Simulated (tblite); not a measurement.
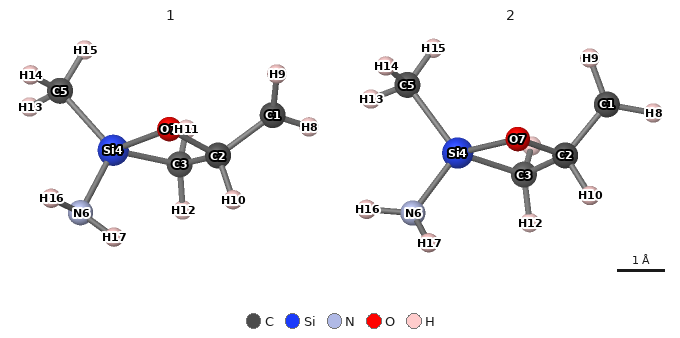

Two geometries of C4H10NOSi (multiplicity 2), drawn at one scale. One is the start of a relaxation, the other its converged end. The picture is a ball-and-stick view, seen at a tilt.

These are results of GFN2-xTB geometry optimisation, gas phase in tblite 0.8.0, not measurements. 

### Which geometry has the lower energy?

Structure 2 is the relaxed one. The energy falls by 13.9 kcal/mol in 108 geometry steps. The largest move after the best rigid fit is that of H9, 0.99 Å. Largest moves by element: H 0.99 Å, C 0.30 Å, O 0.29 Å, N 0.17 Å, Si 0.17 Å. Among the contacts that change: Si4–C5 1.810 → 1.892 Å, C3–Si4 1.829 → 1.910 Å, Si4–N6 1.692 → 1.719 Å, N6–H16 1.030 → 1.003 Å. Among the angles between lasting bonds that change: Si4–N6–H16 109.2° → 121.0°, H16–N6–H17 104.2° → 111.8°, N6–Si4–O7 105.3° → 112.9°. Groups turn about C1–C2 by about 35°.
